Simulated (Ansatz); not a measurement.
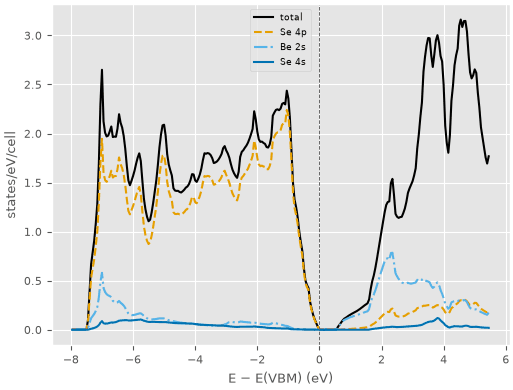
Total and projected density of states of BeSe (NiAs type, P6_3/mmc), LDA in the plane-wave PAW code Ansatz

Task: Which orbitals carry the states next to the gap?

Result: Top 1 eV of the valence band: Se 4p 94 %, outside the projected shells 5 %. Bottom 1 eV of the conduction band: Be 2s 80 %, Se 4p 6 %, outside the projected shells 14 %. Projections are on Löwdin-orthogonalised atomic valence shells; empty p or d shells of many metals are not among them.

Task: Where is the tallest occupied peak in this window, and what makes it?

Result: Near -7.0 eV, about 2.6 states/eV per cell; the largest projected share is Se 4p.

This is a known high-pressure phase of the composition, computed here at zero pressure and temperature. The LDA relaxation kept the symmetry of its start. At this level the phase is dynamically unstable (imaginary phonons). Spin–orbit coupling is left out wherever it is not named.

Potentials: the later of the program's two PAW sets.
